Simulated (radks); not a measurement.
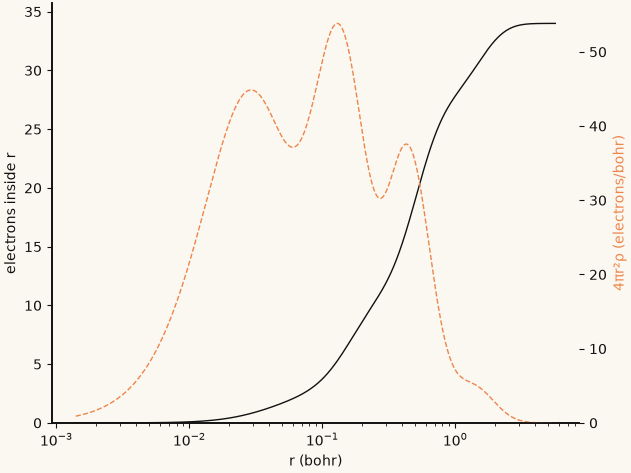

Kr²⁺ (Z = 36, 34 electrons); electrons: [Ar] 3d10 4s2 4p4 (high spin). Method: scalar-relativistic Kohn-Sham, Slater X-alpha with alpha = 0.824, spin-polarised, spherical densities, finite nucleus; computed with the in-house radial solver radks.

The plot shows the number of electrons inside radius r (solid) and the radial density 4πr²ρ (dashed).

**Describe it and give its main numbers.**

The count levels off at 34 electrons. Half of them lie within 0.445 bohr, 90 % within 1.48 bohr and 99 % within 2.68 bohr. The radial density has minima at 0.0600 and 0.272 bohr, where the count stands at 2.1 and 11.0; these part the shells that the density resolves.
